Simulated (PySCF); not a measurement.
Consider C6H10ClFSi.

Input file:

```
{"job": {"kind": "nmr", "xc": "PBE0", "basis": "pcSseg-1"}, "charge": 0, "multiplicity": 1}
C     -2.175656     1.157176    -0.270583
C     -1.339306    -0.064319    -0.382901
C     -1.681489    -1.358507    -0.440056
Si     0.087698    -1.999337    -0.527566
C      0.174012    -0.060901    -0.466953
C      0.859840     0.606080     0.721051
C      2.364945     0.528269     0.580819
F      2.796671    -0.761693     0.644715
Cl     3.184535     1.432877     1.889068
H     -3.232102     0.911404    -0.350590
H     -2.002919     1.643846     0.690051
H     -1.914467     1.869665    -1.053418
H     -2.682613    -1.758976    -0.430782
H      0.558690    -2.593123    -1.776153
H      0.602529    -2.684716     0.651052
H      0.516650     0.429511    -1.383335
H      0.562760     0.113892     1.649286
H      0.585271     1.662055     0.784682
H      2.725148     0.936048    -0.371043
```

Run with:

```sh
OMP_NUM_THREADS=1 python probes_run.py task.json out
```

Geometry: GFN2-xTB.

Computed with PBE0/pcSseg-1, SCF density, gas phase, non-relativistic (PySCF 2.14.0).

**What can the converged electron density and electron localisation function tell about the bonding?**

C–C (1.34 Å): the density is about 2.3 e/Å³ at the midpoint; the ELF peaks at about 0.90 between the atoms (a multiple bond).
C–Si (1.88 Å): ρ at the midpoint is about 0.89 e/Å³; the ELF peaks at about 0.95 between the atoms, as expected for localised, covalent bonding.
C–H (1.08 Å): ρ is about 2 e/Å³ halfway; the ELF climbs to about 1 towards the hydrogen, as it does in any bond to H; a covalent bond by its length.
C–C (1.48 Å): the density is about 1.8 e/Å³ at the midpoint; the ELF peaks at about 0.95 between the atoms: localised, covalent bonding.

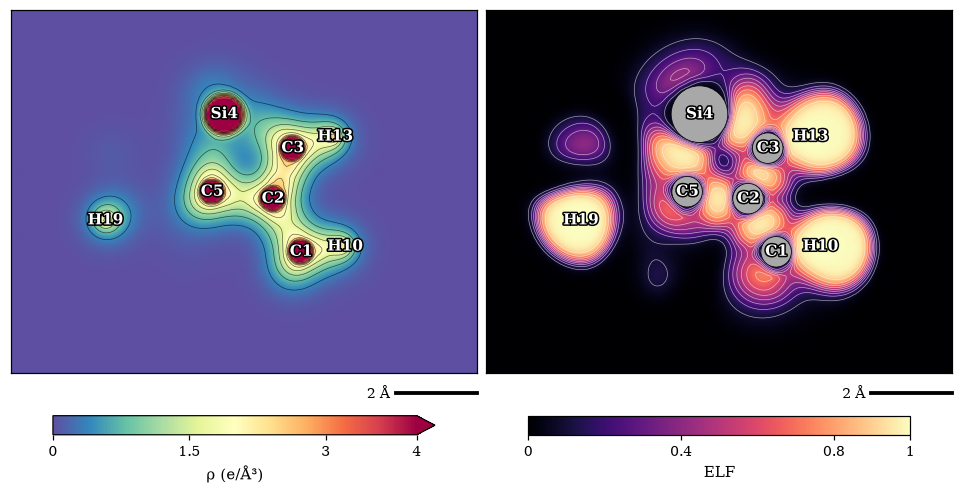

Computed electron density and electron localisation function on the plane of atoms C2, C3 and H13, in this order. Grey discs cover the atomic cores in the ELF map. 
